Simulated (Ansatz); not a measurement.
```xyz
8

O    -3.1894    1.8233    3.1604
Si   -2.6517    0.6330    2.1911
Si   -2.2849    1.2507   -0.0867
H    -3.3898    1.7382    4.1186
H    -2.4646   -0.6873    2.8764
H    -0.8361    0.9472   -0.2831
H    -3.1960    0.3305   -0.8303
H    -2.6536    2.6926   -0.1214
```

Geometry: BLYP-D3(BJ)/def2-SVP.

Theory: Ansatz, isolated molecule in a Gaussian basis; Kohn-Sham density functional theory, functional PBE0.

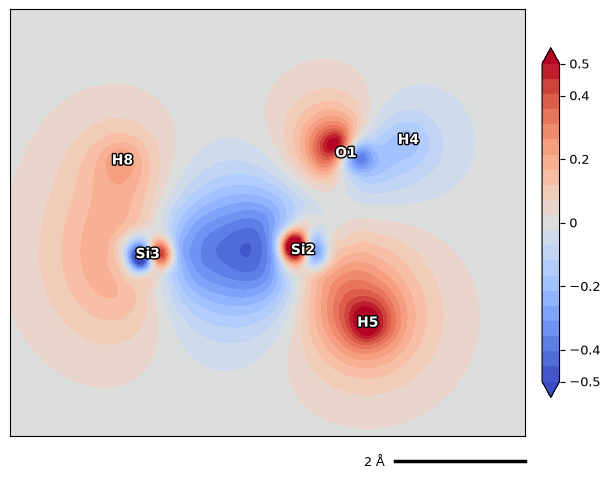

H$_{5}$OSi$_{2}$ (SMILES O[SiH+][SiH3]) (charge +1). One frontier orbital on the plane of atoms O1, Si2 and Si3 (values in Å⁻³ᐟ²; the overall sign is arbitrary).

Q: Which orbital is it: HOMO or LUMO?

A: The HOMO, at −14.42 eV. Its weight (Hirshfeld) is mainly on Si2 (about 35 %), Si3 (about 30 %), H5 (about 15 %) and O1 (about 5 %).
